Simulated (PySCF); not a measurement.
# H2O (water) at 3 levels

Wanted: a comparison of 3 runs (B3LYP/6-31G, PBE0/6-31G, UCCSD(T)/6-31G) of H2O (water). Input form: a Python script.

Program for the calculation: PySCF 2.14.0.

8 further runs of the same task are left out: 8 set aside as unsound or not needed.

**1. The system as given**

H2O has 3 atoms, charge 0, and is taken as a singlet. SMILES: `O`. The O1–H3 distance was set to 2.111 Å, away from the relaxed value. At this shape a bond of the SMILES string is far longer than usual.

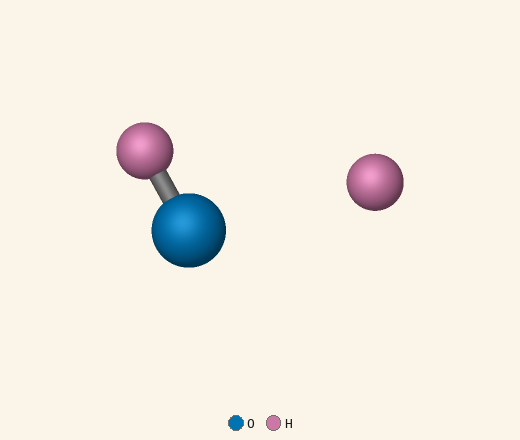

The structure, seen from a chosen angle (oxygen blue, hydrogen pink).

**2. The energy at B3LYP/6-31G (run 1)**

Input file job.py:

```python
from pyscf import gto, dft

mol = gto.M(
    atom='O -0.469374 1.338718 -0.099682; H 0.299826 1.686918 0.356218; H -0.163800 -0.748600 -0.174700',
    verbose=4,
    max_memory=1860,
    basis='6-31g',
    charge=0,
    spin=0,
)

mf = dft.RKS(mol)
mf.xc = 'b3lyp'
mf.grids.level = 5
mf.conv_tol = 1e-10
mf.kernel()
if not mf.converged:
    mf = mf.newton().run(mf.mo_coeff, mf.mo_occ)

energy = mf.e_tot
print('E(%s) = %.9f' % ('B3LYP', energy))
```

Launch:

```sh
$ OMP_NUM_THREADS=1 python job.py
```

The log of the run:

```text
PySCF version 2.14.0

[INPUT] num. atoms = 3
[INPUT] num. electrons = 10
[INPUT] charge = 0
[INPUT] spin (= nelec alpha-beta = 2S) = 0
[INPUT] symmetry False subgroup None
[INPUT] Mole.unit = angstrom
[INPUT] Symbol           X                Y                Z      unit          X                Y                Z       unit  Magmom
[INPUT]  1 O     -0.469374000000   1.338718000000  -0.099682000000 AA   -0.886988309992   2.529810378025  -0.188371679549 Bohr   0.0
[INPUT]  2 H      0.299826000000   1.686918000000   0.356218000000 AA    0.566589025024   3.187813014599   0.673154460640 Bohr   0.0
[INPUT]  3 H     -0.163800000000  -0.748600000000  -0.174700000000 AA   -0.309537139204  -1.414648976849  -0.330135153962 Bohr   0.0

nuclear repulsion = 6.62604287675883
number of shells = 9
number of NR pGTOs = 30
number of NR cGTOs = 13
basis = 6-31g
ecp = {}

******** <class 'pyscf.dft.rks.RKS'> ********
method = RKS
initial guess = minao
damping factor = 0
level_shift factor = 0
DIIS = <class 'pyscf.scf.diis.CDIIS'>
diis_start_cycle = 1
diis_space = 8
diis_damp = 0
SCF conv_tol = 1e-10
SCF conv_tol_grad = None
SCF max_cycles = 50
direct_scf = True
direct_scf_tol = 1e-13
XC library pyscf.dft.libxc version 7.0.0
    S. Lehtola, C. Steigemann, M. J.T. Oliveira, and M. A.L. Marques.,  SoftwareX 7, 1–5 (2018)
XC functionals = b3lyp
    P. J. Stephens, F. J. Devlin, C. F. Chabalowski, and M. J. Frisch.,  J. Phys. Chem. 98, 11623 (1994)
radial grids:
    Treutler-Ahlrichs [JCP 102, 346 (1995); DOI:10.1063/1.469408] (M4) radial grids

becke partition: Becke, JCP 88, 2547 (1988); DOI:10.1063/1.454033
pruning grids: <function nwchem_prune>
grids dens level: 5
symmetrized grids: False
atomic radii adjust function: <function treutler_atomic_radii_adjust>
small_rho_cutoff = 0
Set gradient conv threshold to 1e-05
Initial guess from minao.
tot grids = 90064
init E= -76.0578719805545
  HOMO = -0.390571812806941  LUMO = -0.18718038230873  gap/eV = 5.53456
cycle= 1 E= -75.8640301020999  delta_E= 0.194  |g|=    1  |ddm|=  1.2
  HOMO = 0.126184692928322  LUMO = 0.130135535388517  gap/eV = 0.10751
cycle= 2 E= -74.8545291603315  delta_E= 1.01  |g|= 2.04  |ddm|= 2.52
  HOMO = -0.25035466447767  LUMO = -0.167277270610385  gap/eV = 2.26065
cycle= 3 E= -76.1916671801922  delta_E= -1.34  |g|= 0.201  |ddm|= 1.88
  HOMO = -0.273489527474023  LUMO = -0.17704979255857  gap/eV = 2.62426
cycle= 4 E= -76.1921145333236  delta_E= -0.000447  |g|= 0.165  |ddm|= 0.0729
  HOMO = -0.27609732949845  LUMO = -0.176645281170751  gap/eV = 2.70623
cycle= 5 E= -76.1955990740332  delta_E= -0.00348  |g|= 0.127  |ddm|= 0.0328
  HOMO = -0.286481781968505  LUMO = -0.179004782923619  gap/eV = 2.92460
cycle= 6 E= -76.200083492964  delta_E= -0.00448  |g|= 0.0247  |ddm|= 0.0787
  HOMO = -0.28866928657364  LUMO = -0.178935549111316  gap/eV = 2.98601
cycle= 7 E= -76.2002810367596  delta_E= -0.000198  |g|= 0.000466  |ddm|= 0.0212
  HOMO = -0.288679473332804  LUMO = -0.178965329465637  gap/eV = 2.98547
cycle= 8 E= -76.2002811271744  delta_E= -9.04e-08  |g|= 1.52e-05  |ddm|= 0.000464
  HOMO = -0.288677314930836  LUMO = -0.178964119016776  gap/eV = 2.98545
cycle= 9 E= -76.2002811272562  delta_E= -8.18e-11  |g|= 1.61e-06  |ddm|= 1.71e-05
  HOMO = -0.288676502609176  LUMO = -0.178963954404049  gap/eV = 2.98543
Extra cycle  E= -76.2002811272416  delta_E= 1.46e-11  |g|= 7.35e-06  |ddm|= 7.19e-06
converged SCF energy = -76.2002811272416
E(B3LYP) = -76.200281127
```

Wall time 1.3 s (1 thread of Intel Xeon Platinum 8375C at 2.90GHz (Ice Lake), shared host); peak memory 0.15 GiB.

**3. The energy at PBE0/6-31G (run 2)**

Input file run.py:

```python
from pyscf import gto, dft

mol = gto.M(
    atom=[
    ('O', (-0.469374, 1.338718, -0.099682)),
    ('H', (0.299826, 1.686918, 0.356218)),
    ('H', (-0.163800, -0.748600, -0.174700)),
],
    charge=0,
    max_memory=1860,
    basis='6-31g',
    verbose=3,
)

ks = dft.RKS(mol, xc='pbe0')
ks.grids.level = 5
ks.conv_tol = 1e-10
ks.kernel()
if not ks.converged:
    ks = ks.newton().run(ks.mo_coeff, ks.mo_occ)

etot = ks.e_tot
print('E(%s) = %.9f' % ('PBE0', etot))
```

Launch:

```sh
$ OMP_NUM_THREADS=1 python run.py
```

The log of the run:

```text
converged SCF energy = -76.1073595349391
E(PBE0) = -76.107359535
```

It took 1.3 s on 1 thread of Intel Xeon Platinum 8375C at 2.90GHz (Ice Lake), shared host; peak memory 0.15 GiB.

**4. The energy at UCCSD(T)/6-31G (run 3)**

Input file job.py:

```python
from pyscf import gto, scf, cc

molecule = gto.Mole()
molecule.atom = [
    ('O', (-0.469374, 1.338718, -0.099682)),
    ('H', (0.299826, 1.686918, 0.356218)),
    ('H', (-0.163800, -0.748600, -0.174700)),
]
molecule.max_memory = 1860
molecule.verbose = 4
molecule.spin = 0
molecule.basis = '6-31g'
molecule.build()

mf = scf.UHF(molecule)
mf.conv_tol = 1e-10
mf.kernel()
if not mf.converged:
    mf = mf.newton().run(mf.mo_coeff, mf.mo_occ)
for _ in range(3):
    mo, _, stable, _ = mf.stability(return_status=True)
    if stable:
        break
    mf.kernel(mf.make_rdm1(mo, mf.mo_occ))

mycc = cc.CCSD(mf, frozen=1)
mycc.kernel()
e_t = mycc.ccsd_t()
e_tot = mycc.e_tot + e_t
print('E(%s) = %.9f' % ('CCSD(T)', e_tot))
```

Launch:

```sh
$ OMP_NUM_THREADS=1 python job.py
```

The log of the run:

```text
PySCF version 2.14.0

[INPUT] num. atoms = 3
[INPUT] num. electrons = 10
[INPUT] charge = 0
[INPUT] spin (= nelec alpha-beta = 2S) = 0
[INPUT] symmetry False subgroup None
[INPUT] Mole.unit = angstrom
[INPUT] Symbol           X                Y                Z      unit          X                Y                Z       unit  Magmom
[INPUT]  1 O     -0.469374000000   1.338718000000  -0.099682000000 AA   -0.886988309992   2.529810378025  -0.188371679549 Bohr   0.0
[INPUT]  2 H      0.299826000000   1.686918000000   0.356218000000 AA    0.566589025024   3.187813014599   0.673154460640 Bohr   0.0
[INPUT]  3 H     -0.163800000000  -0.748600000000  -0.174700000000 AA   -0.309537139204  -1.414648976849  -0.330135153962 Bohr   0.0

nuclear repulsion = 6.62604287675883
number of shells = 9
number of NR pGTOs = 30
number of NR cGTOs = 13
basis = 6-31g
ecp = {}

[... 69 lines left out ...]
converged SCF energy = -75.7466586943957  <S^2> = 4.1379256e-10  2S+1 = 1
[... 64 lines left out ...]
converged SCF energy = -75.8633044839082  <S^2> = 0.94073979  2S+1 = 2.1824205
[... 14 lines left out ...]
Init t2, MP2 energy = -0.0901009865902449
[... 26 lines left out ...]
UCCSD converged
[... 2 lines left out ...]
E(CCSD(T)) = -75.972926412
```

It took 0.97 s on 1 thread of Intel Xeon Platinum 8375C at 2.90GHz (Ice Lake), shared host; peak memory 0.12 GiB.

**5. All runs side by side**

```csv
run,level,integration grid,frozen core orbitals,energy (Eh),dipole moment (D) of the reference,HOMO energy (eV),LUMO energy (eV),wall time
1,B3LYP/6-31G,5,–,-76.200281,2.14,-7.86,-4.87,1.3 s
2,PBE0/6-31G,5,–,-76.107360,2.23,-8.14,-4.61,1.3 s
3,UCCSD(T)/6-31G,–,1,-75.972926,2.11,-13.20,3.00,0.97 s
```

**6. Outcome**

| quantity | value |
| --- | --- |
| run 3: total energy | -75.97293 Eh |
| run 3: dipole moment (Hartree–Fock density) | 2.11 D |
| run 3: HOMO energy (Hartree–Fock orbitals) | -13.20 eV |
| run 3: LUMO energy (Hartree–Fock orbitals) | 3.00 eV |
| run 3: HOMO–LUMO gap (Hartree–Fock orbitals) | 16.19 eV |
| run 3: correlation energy (1 core orbital frozen) | -109.6 mEh |
| run 3: (T) correction | -3.59 mEh |
| run 3: ⟨S²⟩ of the reference determinant | 0.941 |
| run 3: T1 diagnostic | 0.053 |

In words: Totals of different functionals can't be ranked against each other. In runs 1, 2 a closed-shell determinant meets a far-stretched bond, which it describes badly. Spin contamination of the reference: run 3 ⟨S²⟩ = 0.94. Where it is this large, the reference is a mixture of spin states, and values that rest on it are in doubt. All runs together took 3.6 s, the longest 1.3 s.
